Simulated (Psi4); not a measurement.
Two rigid molecules brought together: BF3 ··· CH3Br (SMILES FB(F)F and CBr). Monomers: optimised at B3LYP-D3(BJ) (def2-TZVP), held rigid. Orientation: lowest of the rigid-body minima from ten starts at GFN2-xTB. Only R, the distance of the centres of mass, is varied, so the lowest point isn't the relaxed dimer.

Level of theory: Psi4 1.11 with SAPT0/jun-cc-pVDZ, frozen core.

Components in kcal/mol:

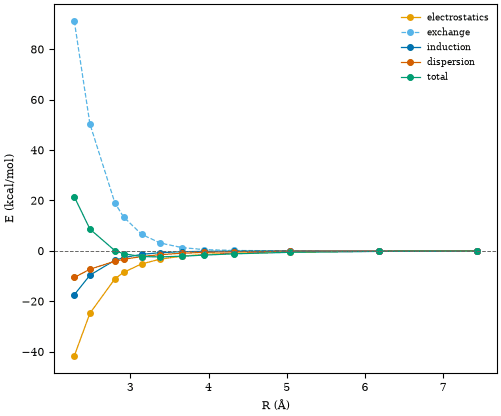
*Components of the interaction energy.*

| R / Å | electrostatics | exchange | induction | dispersion | total |
|---|---|---|---|---|---|
| 2.28 | -41.73 | 91.24 | -17.46 | -10.56 | 21.49 |
| 2.48 | -24.77 | 50.38 | -9.65 | -7.30 | 8.65 |
| 2.80 | -11.08 | 18.95 | -3.73 | -4.09 | 0.05 |
| 2.91 | -8.55 | 13.47 | -2.69 | -3.37 | -1.14 |
| 3.14 | -5.18 | 6.57 | -1.39 | -2.25 | -2.26 |
| 3.38 | -3.29 | 3.09 | -0.72 | -1.50 | -2.41 |
| 3.66 | -2.09 | 1.27 | -0.35 | -0.94 | -2.11 |
| 3.94 | -1.42 | 0.52 | -0.18 | -0.60 | -1.68 |
| 4.32 | -0.90 | 0.15 | -0.08 | -0.34 | -1.17 |
| 5.04 | -0.44 | 0.01 | -0.02 | -0.13 | -0.58 |
| 6.18 | -0.18 | 0.00 | 0.00 | -0.04 | -0.22 |
| 7.43 | -0.08 | 0.00 | 0.00 | -0.01 | -0.09 |
